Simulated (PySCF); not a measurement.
# Al2OF4 ([(F)2Al]2O) at 6 levels

We compute a comparison of 6 runs (HF/STO-3G, HF/6-31G, B3LYP/6-31G*, PBE0/def2-SVP, B3LYP/def2-TZVP, CCSD(T)/6-31G*) of Al2OF4 ([(F)2Al]2O). The job is set up through a Python script.

The calculation is run with PySCF 2.14.0.

## Step 1: The molecule

Al2OF4 has 7 atoms, charge 0, and is taken as a singlet. The shape comes from GFN2-xTB, which is rough for such elements, and wasn't checked as a minimum.

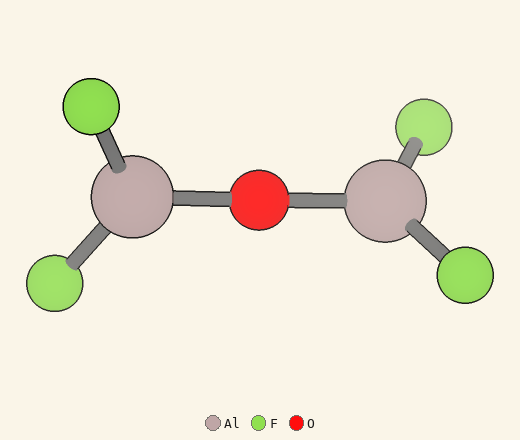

The structure, seen from a chosen angle (aluminium light grey, fluorine green, oxygen red).

## Step 2: Energy and gradient at HF/STO-3G (run 1)

run.py

```python
from pyscf import gto

mol = gto.Mole()
mol.atom = '''
Al    -2.687266    -1.391821    -0.851341
F     -3.249101    -4.212521     0.276070
F     -4.646402     0.062833    -2.743731
O     -0.008183     0.039306    -0.030954
Al     2.687323     1.408677     0.838490
F      5.173106     1.077201    -0.966538
F      2.730522     3.016324     3.477984
'''
mol.verbose = 4
mol.spin = 0
mol.max_memory = 1860
mol.basis = 'sto-3g'
mol.unit = 'bohr'
mol.build()

mf = mol.RHF()
mf.conv_tol = 1e-10
mf.kernel()
if not mf.converged:
    mf = mf.newton().run(mf.mo_coeff, mf.mo_occ)

energy = mf.e_tot
print('Final energy', energy)
grad = mf.nuc_grad_method().kernel()
dip = mf.dip_moment()
pop, q = mf.mulliken_pop()
```

The run is started by

```console
$ OMP_NUM_THREADS=1 python run.py
```

Log:

```text
PySCF version 2.14.0

[... 61 lines left out ...]
converged SCF energy = -944.289055777421
Final energy -944.2890557774208
[... 13 lines left out ...]
Dipole moment(X, Y, Z, Debye):  0.01253,  0.04621, -0.03404
[... 51 lines left out ...]
charge of    6F =     -0.38991
```

Wall time 2.7 s (1 thread of Intel Xeon at 2.70GHz, shared host); peak memory 0.12 GiB.

## Step 3: Energy and forces at HF/6-31G (run 2)

job.py

```python
# [(F)2Al]2O
import pyscf.grad
from pyscf import gto, scf

mol = gto.Mole()
mol.atom = [
    ('Al', (-1.422040, -0.736520, -0.450510)),
    ('F', (-1.719350, -2.229170, 0.146090)),
    ('F', (-2.458770, 0.033250, -1.451920)),
    ('O', (-0.004330, 0.020800, -0.016380)),
    ('Al', (1.422070, 0.745440, 0.443710)),
    ('F', (2.737490, 0.570030, -0.511470)),
    ('F', (1.444930, 1.596170, 1.840470)),
]
mol.max_memory = 1860
mol.basis = '6-31g'
mol.spin = 0
mol.charge = 0
mol.verbose = 4
mol.build()

mf = scf.RHF(mol)
mf.conv_tol = 1e-10
mf.kernel()
if not mf.converged:
    mf = mf.newton().run(mf.mo_coeff, mf.mo_occ)

etot = mf.e_tot
print('Final energy', etot)
grad = mf.Gradients().kernel()
mf.analyze()
```

The run is started by

```console
$ OMP_NUM_THREADS=1 python job.py
```

Log:

```text
PySCF version 2.14.0

[... 85 lines left out ...]
MO #1   energy= -58.5927946029134  occ= 2
[... 13 lines left out ...]
MO #15  energy= -3.33002447701888  occ= 2
[... 13 lines left out ...]
MO #29  energy= -0.637080848580929 occ= 2
[... 13 lines left out ...]
MO #43  energy= 0.216203942735184  occ= 0
[... 13 lines left out ...]
MO #57  energy= 1.52873898746618   occ= 0
[... 13 lines left out ...]
MO #71  energy= 2.16272906023441   occ= 0
[... 81 lines left out ...]
Dipole moment(X, Y, Z, Debye):  0.01641,  0.05761, -0.04043
```

It took 9 s on 1 thread of Intel Xeon at 2.70GHz, shared host; peak memory 0.14 GiB.

Run 3 isn't shown in full; the table further down has it.

## Step 4: Energy and forces at PBE0/def2-SVP (run 4)

run.py

```python
import pyscf.grad
from pyscf import gto, dft

mol = gto.Mole()
mol.atom = '''
Al      -1.422040      -0.736520      -0.450510
F       -1.719350      -2.229170       0.146090
F       -2.458770       0.033250      -1.451920
O       -0.004330       0.020800      -0.016380
Al       1.422070       0.745440       0.443710
F        2.737490       0.570030      -0.511470
F        1.444930       1.596170       1.840470
'''
mol.max_memory = 1860
mol.spin = 0
mol.verbose = 4
mol.basis = 'def2-svp'
mol.build()

mf = dft.RKS(mol)
mf.xc = 'pbe0'
mf.conv_tol = 1e-10
mf.grids.level = 5
mf.kernel()
if not mf.converged:
    mf = mf.newton().run(mf.mo_coeff, mf.mo_occ)

etot = mf.e_tot
print(f'total energy: {etot:.8f} hartree')
grad = mf.Gradients().kernel()
mf.analyze()
```

The run is started by

```console
$ OMP_NUM_THREADS=1 python run.py
```

Log:

```text
PySCF version 2.14.0

[... 104 lines left out ...]
MO #6   energy= -24.749762446882   occ= 2
[... 19 lines left out ...]
MO #26  energy= -0.4457186787155   occ= 2
[... 19 lines left out ...]
MO #46  energy= 0.316076514710936  occ= 0
[... 19 lines left out ...]
MO #66  energy= 1.24828744121718   occ= 0
[... 19 lines left out ...]
MO #86  energy= 3.03485353850368   occ= 0
[... 19 lines left out ...]
MO #106 energy= 3.62909444616742   occ= 0
[... 116 lines left out ...]
Dipole moment(X, Y, Z, Debye):  0.01052,  0.05176, -0.03729
```

Wall time 61 s (1 thread of Intel Xeon at 2.70GHz, shared host); peak memory 1.1 GiB.

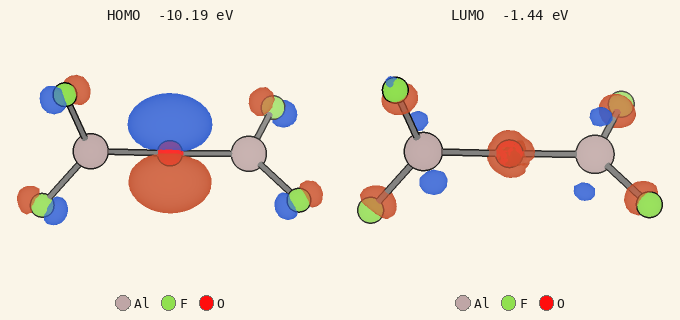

Frontier orbitals of this run, surfaces at ±0.2 Å^-3/2.

Run 5 isn't shown in full; the table further down has it.

## Step 5: A single-point energy at CCSD(T)/6-31G(d) (spherical functions) (run 6)

start.xyz

```xyz
7
Al2F4O
Al    -1.422040    -0.736520    -0.450510
F     -1.719350    -2.229170     0.146090
F     -2.458770     0.033250    -1.451920
O     -0.004330     0.020800    -0.016380
Al     1.422070     0.745440     0.443710
F      2.737490     0.570030    -0.511470
F      1.444930     1.596170     1.840470
```

calc.py

```python
# [(F)2Al]2O
from pyscf import gto, scf, cc

system = gto.Mole()
system.atom = 'start.xyz'
system.verbose = 4
system.charge = 0
system.max_memory = 1860
system.basis = '6-31g*'
system.build()

calc0 = scf.RHF(system)
calc0.conv_tol = 1e-10
calc0.kernel()
if not calc0.converged:
    calc0 = calc0.newton().run(calc0.mo_coeff, calc0.mo_occ)

mycc = cc.CCSD(calc0, frozen=15)
mycc.kernel()
e_t = mycc.ccsd_t()
e_final = mycc.e_tot + e_t
print('Final energy', e_final)
calc0.analyze()
```

The run is started by

```console
$ OMP_NUM_THREADS=1 python calc.py
```

Log:

```text
PySCF version 2.14.0

[... 104 lines left out ...]
MO #6   energy= -26.2704791310538  occ= 2
[... 19 lines left out ...]
MO #26  energy= -0.643971638071777 occ= 2
[... 19 lines left out ...]
MO #46  energy= 0.33213709662898   occ= 0
[... 19 lines left out ...]
MO #66  energy= 1.57582879112275   occ= 0
[... 19 lines left out ...]
MO #86  energy= 2.12340594670116   occ= 0
[... 19 lines left out ...]
MO #106 energy= 3.05340794090318   occ= 0
[... 116 lines left out ...]
Dipole moment(X, Y, Z, Debye):  0.01146,  0.05568, -0.04034
```

Run time: 92 s. Hardware: 1 thread of Intel Xeon at 2.70GHz, shared host; peak memory 0.79 GiB.

## Step 6: All runs side by side

```
run                                 level  integration grid      task  energy (Eh)  dipole moment (D) of the reference  HOMO energy (eV)  LUMO energy (eV)  wall time
  1                             HF/STO-3G                 –  gradient  -944.289056                                0.06             -8.22             10.11      2.7 s
  2                              HF/6-31G                 –  gradient  -956.696581                                0.07            -15.04              1.14        9 s
  3    B3LYP/6-31G* (spherical functions)                 5  gradient  -959.852670                                0.06             -9.71             -1.77       48 s
  4                         PBE0/def2-SVP                 5  gradient  -958.651779                                0.06            -10.19             -1.44       61 s
  5                       B3LYP/def2-TZVP                 5  gradient  -960.172963                                0.07            -10.08             -2.02    4.3 min
  6  CCSD(T)/6-31G* (spherical functions)                 –    energy  -957.844913                                0.07            -14.56              1.53       92 s
```

## Step 7: Outcome

| quantity | value |
| --- | --- |
| run 6: total energy | -957.84491 Eh |
| run 6: dipole moment (Hartree–Fock density) | 0.07 D |
| run 6: HOMO energy (Hartree–Fock orbitals) | -14.56 eV |
| run 6: LUMO energy (Hartree–Fock orbitals) | 1.53 eV |
| run 6: HOMO–LUMO gap (Hartree–Fock orbitals) | 16.09 eV |
| run 6: correlation energy (15 core orbitals frozen) | -987.0 mEh |
| run 6: (T) correction | -15.83 mEh |
| run 6: T1 diagnostic | 0.015 |

What this shows: Over runs 1, 2, 3, 4, 5 the dipole moment (its size) runs from 0.06 D (HF/STO-3G) to 0.07 D (HF/6-31G). Over runs 1, 2, 3, 4, 5 the HOMO–LUMO gap runs from 7.94 eV (B3LYP/6-31G*) to 18.32 eV (HF/STO-3G). The two ends differ in method and basis. Totals of different functionals can't be ranked against each other. In run 1 the basis is minimal, so the values are rough. All runs together took 7.8 min, the longest 4.3 min.
